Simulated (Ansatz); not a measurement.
**What a change does: single-point calculation on CH$_{10}$Si$_{3}$**

System: CH$_{10}$Si$_{3}$, SMILES [SiH3]C([SiH3])[SiH3].
Method of the first run: RKS wB97M-V/def2-SVP (Ansatz 0.2.0).

The geometry comes from this level: PBE0-D4/def2-TZVP. Text and figures count atoms from 1; the logs count them from 0 in places.

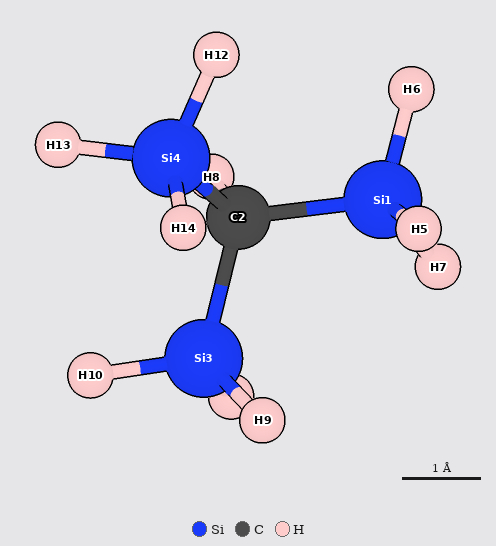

Fig. 1: The input geometry (ball-and-stick view, seen at a tilt; atoms are numbered from 1 in the order of the input). Bond lengths as drawn: C–H 1.10 Å, C–Si 1.87 Å and H–Si 1.49 Å.

**Input, the first run**
```yaml
crystal:
  periodic: [false, false, false]
  atoms:
    - {symbol: Si, position_ang: [-0.868246, 1.540613, 0.229376]}
    - {symbol: C, position_ang: [-0.407605, -0.211884, -0.247596]}
    - {symbol: Si, position_ang: [1.055709, -0.227911, -1.417795]}
    - {symbol: Si, position_ang: [-0.065587, -1.254599, 1.271187]}
    - {symbol: H, position_ang: [0.099742, 2.048137, 1.238356]}
    - {symbol: H, position_ang: [-2.233998, 1.578912, 0.815842]}
    - {symbol: H, position_ang: [-0.831027, 2.444479, -0.952982]}
    - {symbol: H, position_ang: [-1.263551, -0.653513, -0.773145]}
    - {symbol: H, position_ang: [2.118816, 0.669155, -0.890880]}
    - {symbol: H, position_ang: [1.620998, -1.598866, -1.549146]}
    - {symbol: H, position_ang: [0.650243, 0.251597, -2.765538]}
    - {symbol: H, position_ang: [-1.073495, -0.996344, 2.335951]}
    - {symbol: H, position_ang: [-0.095208, -2.700861, 0.927511]}
    - {symbol: H, position_ang: [1.280311, -0.918215, 1.807857]}
basis:
  gaussian: {orbitals: def2-SVP}
hamiltonian: {xc: {name: wB97M-V}}
output: {orbitals: {seedname: orbitals}}
```

Hardware: 4 threads of Arm Neoverse V1, 23 GiB of memory available, shared host.

**Output (the first run)**
```
Functional definition: wB97M-V
  parameter omega = 0.3/bohr
  parameter cx = 0.15
  parameter cx01 = 1.007
  parameter cx10 = 0.259
  parameter css00 = 0.443
  parameter css04 = -1.437
  parameter css10 = -4.535
  parameter css20 = -3.390
  parameter css43 = 4.278
  parameter cos00 = 1.000
  parameter cos10 = 1.358
  parameter cos20 = 2.924
  parameter cos21 = -8.812
  parameter cos60 = -1.390
  parameter cos61 = 9.142
  parameter b = 6.0
  parameter c = 0.01
  gx(w, u) = 1 - cx + cx01*u + cx10*w
  gss(w, u) = css00 + css04*u^4 + css10*w + css20*w^2 + css43*w^4*u^3
  gos(w, u) = cos00 + cos10*w + (cos20 + cos21*u)*w^2 + (cos60 + cos61*u)*w^6
  exchange = spin_sum(e_x_unif_sr(omega)*gx(b97_w, b97_u_x)) + cx*exact_x_sr(omega) + exact_x_lr(omega)
  correlation = spin_sum(e_c_pw_mod_same_spin*gss(b97_w, b97_u_same))
      + integral(e_c_pw_mod_opposite_spin*gos(b97_w_opposite, b97_u_opposite)) + vv10(b, c)
1326 factors; their error is unknown
446 factors; integrals over basis functions are off by at most 6.0e-6 eV
mean field evaluation 1: about -24819.1021 eV, gradient 3.0e1 eV
mean field evaluation 2: about -24819.6384 eV, gradient 2.5e1 eV
mean field evaluation 4: about -24821.2933 eV, gradient 3.8e-1 eV
mean field evaluation 8: about -24821.3502 eV, gradient 1.9e-1 eV
mean field evaluation 16: about -24821.3503 eV, gradient 6.3e-6 eV
mean field -24821.35025033 eV, -912.1677971841 hartree, gradient 6.3e-6 eV, S^2 0.000000; 0 other end points of the search recorded, 0 dependent functions left out
reference -24821.35030205 eV, -912.1677990847 hartree; 29, 29 occupied and 89, 89 virtual orbitals, 1326 factors
Total energy: -24821.35030205 eV, -912.1677990847 hartree
```

For the second run the input was changed thus:
```diff
-  gaussian: {orbitals: def2-SVP}
+  gaussian: {orbitals: "def2-QZVPP.json"}
```

Predict how the results change.

The total energy of the second run is 243.5 kcal/mol lower, which measures the change of basis and not a stability. The LUMO goes from 2.13 to 1.20 eV. The basis functions go from 118 to 567. On the same kind of shared host the second run took about 4.5 times as long.

**Output (the second run)**
```
Functional definition: wB97M-V
  parameter omega = 0.3/bohr
  parameter cx = 0.15
  parameter cx01 = 1.007
  parameter cx10 = 0.259
  parameter css00 = 0.443
  parameter css04 = -1.437
  parameter css10 = -4.535
  parameter css20 = -3.390
  parameter css43 = 4.278
  parameter cos00 = 1.000
  parameter cos10 = 1.358
  parameter cos20 = 2.924
  parameter cos21 = -8.812
  parameter cos60 = -1.390
  parameter cos61 = 9.142
  parameter b = 6.0
  parameter c = 0.01
  gx(w, u) = 1 - cx + cx01*u + cx10*w
  gss(w, u) = css00 + css04*u^4 + css10*w + css20*w^2 + css43*w^4*u^3
  gos(w, u) = cos00 + cos10*w + (cos20 + cos21*u)*w^2 + (cos60 + cos61*u)*w^6
  exchange = spin_sum(e_x_unif_sr(omega)*gx(b97_w, b97_u_x)) + cx*exact_x_sr(omega) + exact_x_lr(omega)
  correlation = spin_sum(e_c_pw_mod_same_spin*gss(b97_w, b97_u_same))
      + integral(e_c_pw_mod_opposite_spin*gos(b97_w_opposite, b97_u_opposite)) + vv10(b, c)
1886 factors; their error is unknown
497 factors; integrals over basis functions are off by at most 9.8e-6 eV
mean field evaluation 1: about -24827.8336 eV, gradient 4.2e1 eV
mean field evaluation 2: about -24828.4629 eV, gradient 3.7e1 eV
mean field evaluation 4: about -24831.8899 eV, gradient 5.1e-1 eV
mean field evaluation 8: about -24831.9085 eV, gradient 1.1e-2 eV
mean field -24831.90846988 eV, -912.5558045961 hartree, gradient 2.7e-5 eV, S^2 0.000000; 0 other end points of the search recorded, 0 dependent functions left out
reference -24831.90855465 eV, -912.5558077113 hartree; 29, 29 occupied and 538, 538 virtual orbitals, 1886 factors
Total energy: -24831.90855465 eV, -912.5558077113 hartree
```

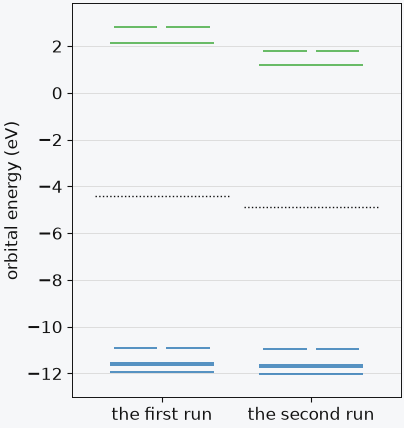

Fig. 2: The five highest filled and three lowest empty orbital energies of the two runs; the dotted lines part filled from empty levels. The HOMO–LUMO gap is 13.04 eV in the first run and 12.14 eV in the second run.

**The two runs side by side**

| quantity | the first run | the second run |
| --- | --- | --- |
| outcome | converged | converged |
| total energy (hartree) | −912.167799 | −912.555808 |
| HOMO (eV) | −10.91 | −10.94 |
| LUMO (eV) | 2.13 | 1.20 |
| basis functions | 118 | 567 |
| wall time (shared host) | 6.5 s | 30 s |
